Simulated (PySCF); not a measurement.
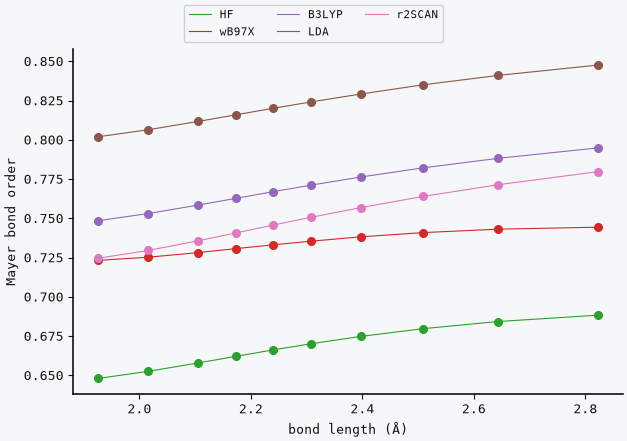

Bond curves of KH, singlet, 6-311G(d,p) (non-relativistic), PySCF 2.14.0: Mayer bond order. One reference determinant with the occupation held, the lowest that a PBE0 search over spins and occupations found; no spin-orbit coupling. Straight lines join the computed points. References: UKS for r2SCAN, B3LYP, LDA and wB97X; RHF for HF.

### Order the curves at 2.82 Å, where they differ most.

HF 0.69, wB97X 0.74, r2SCAN 0.78, B3LYP 0.79, LDA 0.85 , from lowest to highest.

### Give the values at the computed points.

```csv
bond length (Å),HF,wB97X,B3LYP,LDA,r2SCAN
1.93,0.65,0.72,0.75,0.80,0.72
2.02,0.65,0.73,0.75,0.81,0.73
2.11,0.66,0.73,0.76,0.81,0.74
2.17,0.66,0.73,0.76,0.82,0.74
2.24,0.67,0.73,0.77,0.82,0.75
2.31,0.67,0.74,0.77,0.82,0.75
2.40,0.67,0.74,0.78,0.83,0.76
2.51,0.68,0.74,0.78,0.83,0.76
2.64,0.68,0.74,0.79,0.84,0.77
2.82,0.69,0.74,0.79,0.85,0.78
```
